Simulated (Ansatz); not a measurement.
GaH5SO2: several calculations on one system

## 1. Relaxation

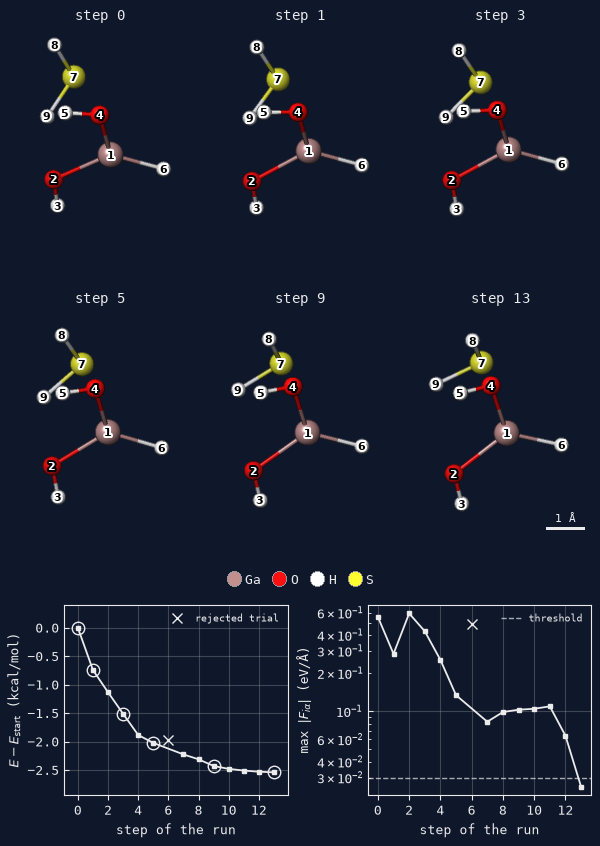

Frames of a relaxation of GaH₅SO₂, marked on the history of the run. A ball-and-stick model, seen from a free direction.

The run prepares an end point of a later path (reaction) calculation, from a guessed geometry.

Computed with RKS B3LYP/def2-SVP in Ansatz 0.2.0. (no spin polarisation; force threshold 0.03 eV/Å; at most 50 steps)

> Describe the path.

The energy falls by 2.54 kcal/mol in 12 accepted moves (13 points after the start). The largest force component goes from 0.56 to 0.025 eV/Å. The line search rejected the trial step at point 6 of the run. The largest move after the best rigid fit is that of H8, 0.86 Å. Largest moves by element: H 0.86 Å, O 0.62 Å, S 0.40 Å, Ga 0.32 Å. Near-neighbour distances that change, for instance: Ga1–S7 3.467 → 2.815 Å, Ga1–O4 1.785 → 1.815 Å, S7–H9 1.383 → 1.355 Å, Ga1–O2 1.800 → 1.810 Å. Among the angles between lasting bonds that change: O2–Ga1–O4 112.1° → 110.1°. From step 0 to 1: S7 moves most (0.19 Å), energy −0.74 kcal/mol. From step 1 to 3: S and H atoms move most (0.17 Å), energy −0.77 kcal/mol. From step 3 to 5: H8 moves most (0.23 Å), energy −0.51 kcal/mol. From step 5 to 9: H atoms move most (0.27 Å), energy −0.41 kcal/mol. From step 9 to 13: H9 moves most (0.16 Å), energy −0.11 kcal/mol.

```tsv
step	E − E(0), kcal/mol	largest force component, eV/Å	note
0	0.00	0.5574	
1	-0.74	0.2848	
2	-1.13	0.5938	
3	-1.51	0.4295	
4	-1.88	0.2550	
5	-2.02	0.1342	
6	-1.98	0.4869	rejected
7	-2.22	0.0828	
8	-2.31	0.0988	
9	-2.43	0.1031	
10	-2.48	0.1049	
11	-2.51	0.1096	
12	-2.53	0.0642	
13	-2.54	0.0254
```

Limits of the set-up: the start holds two separate molecules, 2.2 Å apart at their closest, whose relative position is a soft coordinate and is computed without a dispersion correction.

## 2. Relaxation

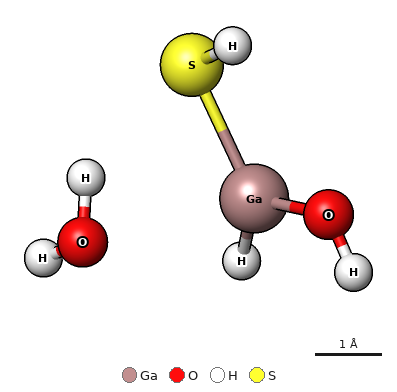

Starting structure of GaH₅SO₂. The picture is a ball-and-stick view, seen face on.

The run prepares an end point of a later path (reaction) calculation, from a guessed geometry.

Level of theory: RKS B3LYP/def2-SVP in Ansatz.

Input
```yaml
crystal:
  periodic: [false, false, false]
  atoms:
    - { symbol: Ga, position_ang: [0.024685, 0.584765, -0.269576] }
    - { symbol: O, position_ang: [-0.252256, -0.316503, 2.555974] }
    - { symbol: H, position_ang: [-1.196737, -0.437309, 2.728067] }
    - { symbol: O, position_ang: [1.70792, 0.117215, -0.66156] }
    - { symbol: H, position_ang: [1.804127, -0.759647, -1.054975] }
    - { symbol: H, position_ang: [-1.262786, -0.146314, -0.75481] }
    - { symbol: S, position_ang: [-0.033133, 2.571855, 0.80796] }
    - { symbol: H, position_ang: [1.318352, 2.664095, 0.830185] }
    - { symbol: H, position_ang: [-0.136473, 0.664843, 2.573235] }
basis:
  gaussian: { orbitals: def2-SVP }
hamiltonian:
  xc: b3lyp
relax:
  f_tol: 0.03
  max_steps: 50
```

Launched with:
```bash
ansatz run input.yaml --threads 2 --pin off --max-ram 3072MiB --backend cpu --events-out ev --progress --plain --runs-dir out
```

### Where does the relaxation end?

The energy falls by 6.50 kcal/mol in 7 geometry steps. The largest force component goes from 0.73 to 0.014 eV/Å. The largest move after the best rigid fit is that of O2, 0.47 Å. By element the largest moves are O 0.47 Å, H 0.42 Å, Ga 0.32 Å, S 0.09 Å. Some distances before and after: Ga1–O2 2.979 → 2.204 Å, Ga1–O4 1.790 → 1.802 Å, O2–H9 0.988 → 0.978 Å, Ga1–H6 1.558 → 1.568 Å. New bonds form, among them: Ga1–O2 (2.98 → 2.20 Å). Cost: 23 s on 2 threads of Arm Neoverse V1, on a shared host, peak memory 0.24 GiB.

Step by step:

```csv
step,"E − E(0), kcal/mol","largest force component, eV/Å"
0,0.00,0.7277
1,-1.65,1.0670
2,-4.90,0.8729
3,-5.98,0.6544
4,-6.40,0.2838
5,-6.48,0.0908
6,-6.50,0.0349
7,-6.50,0.0144
```

Final geometry:

```xyz
9

Ga   -0.0321    0.5296    0.0358
O    -0.1670   -0.2244    2.1021
H    -1.0526   -0.5384    2.3421
O     1.6434    0.0499   -0.4241
H     1.7083   -0.8053   -0.8667
H    -1.3332   -0.1278   -0.5419
S    -0.0342    2.6598    0.8174
H     1.3164    2.7480    0.7634
H    -0.0753    0.6517    2.5262
```

After the run, drawn alike:

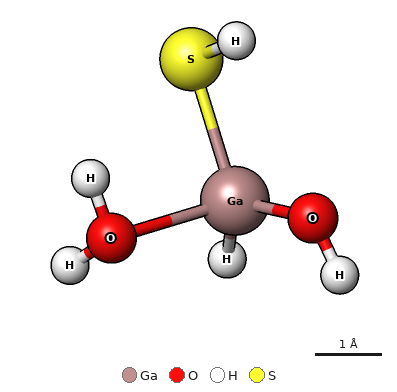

Limits of the set-up: the start holds two separate molecules, 2.6 Å apart at their closest, whose relative position is a soft coordinate and is computed without a dispersion correction.

## 3. Path

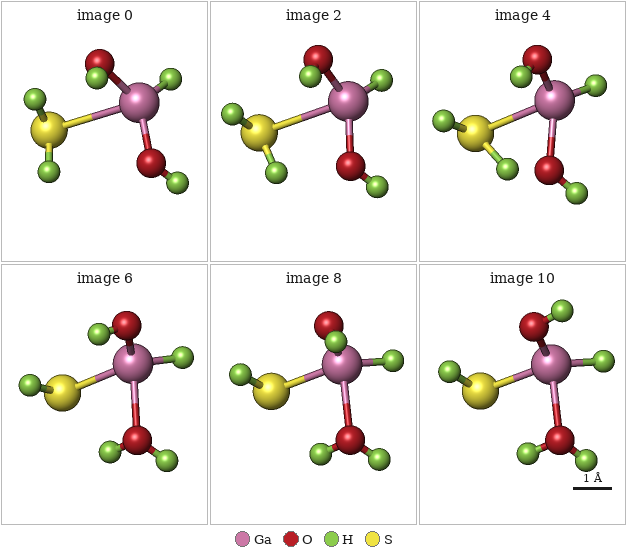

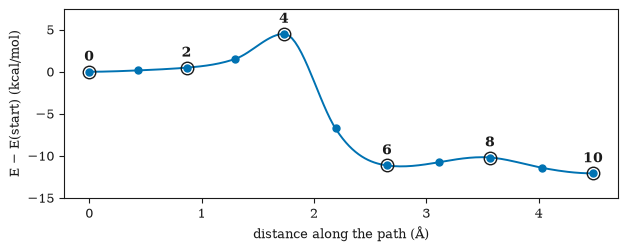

A search for the minimum-energy path of GaH₅SO₂, made up at the start of GaH$_{3}$O$_{2}$ and H$_{2}$S by the nudged elastic band. Images are numbered from 0 (start) to 10 (end). The picture is a ball-and-stick view, seen at a tilt.

These are results of RKS B3LYP/def2-SVP (Ansatz 0.2.0), not measurements. Settings: 9 movable images; climbing image; force threshold 0.05 eV/Å; iteration limit 54; starting path through a guess of the saddle point.

Q: Describe the mechanism and the energy profile.

A: The highest point, image 4, lies 4.5 kcal/mol above the start and 16.6 kcal/mol above the end; the end is at −12.1 kcal/mol relative to the start. The path has more than one stage, and so few images may leave a stage unresolved. Breaking: H–S (1.36 → 2.64 Å). Forming: H–O (3.01 → 0.98 Å). The band converged in 14 iterations. The largest component of the band force went from 33 to 0.044 eV/Å. The climbing image converged on the top of the path. Its vibrational analysis gives one imaginary mode (731i cm⁻¹), as a transition state must have.
